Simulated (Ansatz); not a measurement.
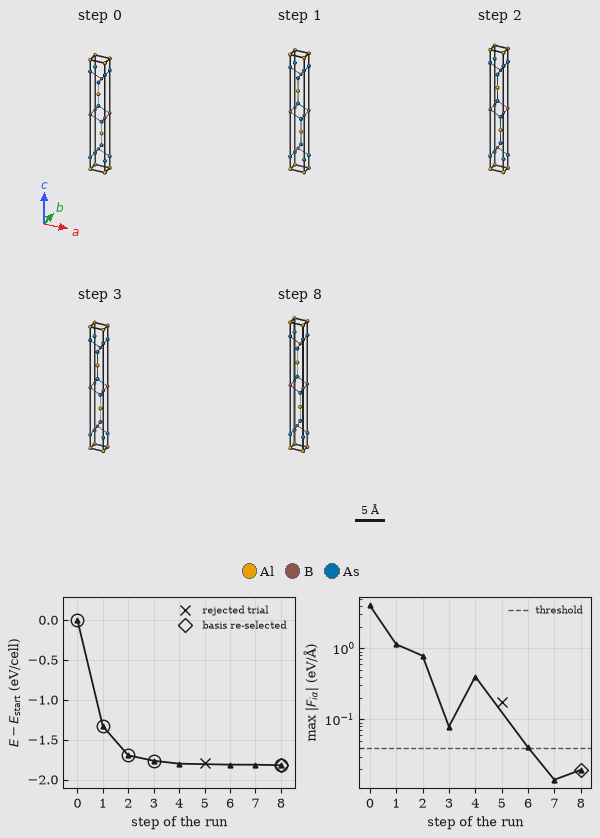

Frames of a relaxation of solid AlBAs2 (a generated structure, set up in R-3m) (coarse preliminary run), marked on the history of the run. A ball-and-stick model of the conventional cell (3 times the calculation's cell), seen slightly off an axis. Lengths and directions refer to the drawn axes.

Computed with Ansatz, DFT PBE, scalar-relativistic, plane waves, PAW.

Input
```yaml
crystal:
  lattice:
    - [1.80408357, 1.04158814, 6.65115697]
    - [-1.80408357, 1.04158814, 6.65115697]
    - [0.0, -2.08317627, 6.65115697]
  atoms:
    - { symbol: Al, position: [0.0, 0.0, 0.0] }
    - { symbol: B, position: [0.5, 0.5, 0.5] }
    - { symbol: As, position: [0.89284098, 0.89284098, 0.89284098] }
    - { symbol: As, position: [0.10715902, 0.10715902, 0.10715902] }
basis:
  ecutwfc: 420
kpoints:
  mp_grid: { grid: [6, 6, 6] }
hamiltonian:
  xc: pbe
scf:
  occupations: { method: gaussian, width: 0.1 }
  lower_state_search: "off"
output:
  forces: true
  stress: true
  eigenvalues: true
relax:
  adjacent_minimum: "off"
  f_tol: 0.04
  max_steps: 70
  cell: { stress_tol: 0.4 }
```

Command:
```bash
ansatz run input.yaml --threads 1 --pin off --max-ram 2048MiB --backend cpu --events-out ev --progress --plain --runs-dir out
```

Q: What happens along the run?

A: Over 6 accepted moves (8 points after the start) the energy falls by 1.819 eV per cell of the calculation. The largest force component goes from 4 to 0.019 eV/Å. Pressure: 3.99 GPa at the start and 0.10 GPa at the end. The line search rejected the trial step at point 5 of the run. The SCF was repeated once at an unchanged geometry on a basis and grid sized afresh for the cell, which shifted the energy by 6.8 meV per cell of the calculation at most. The largest moves relative to the cell, 0.096 Å, are those of As3 and As4. As3 goes along −c. B and Al stay in place. The volume changes by −11.7 %, with a = b 3.608 → 3.161 Å (−12.4 %), c 19.953 → 22.951 Å (+15.0 %). Some distances before and after: As3–As3 3.608 → 3.161 Å, Al1–As3 2.138 → 2.556 Å, B2–As3 2.398 → 2.223 Å. Bond angles that change, for instance: B2–As4–B2 97.6° → 90.6°, As3–B2–As3 97.6° → 90.6°, As3–B2–As4 82.4° → 89.4°. The space group stays R-3m (No. 166). Cost: 28 s on 1 thread of Arm Neoverse V2 (shared host), peak memory 0.36 GiB. From step 0 to 1: As atoms move most (0.07 Å), volume −5.2 %, energy −1.331 eV per cell of the calculation. From step 1 to 2: volume −6.1 %, energy −0.364 eV per cell of the calculation. From step 2 to 3: As atoms move most (0.03 Å), volume −1.2 %, energy −68.0 meV per cell of the calculation. From step 3 to 8: volume +0.3 %, energy −55.9 meV per cell of the calculation.
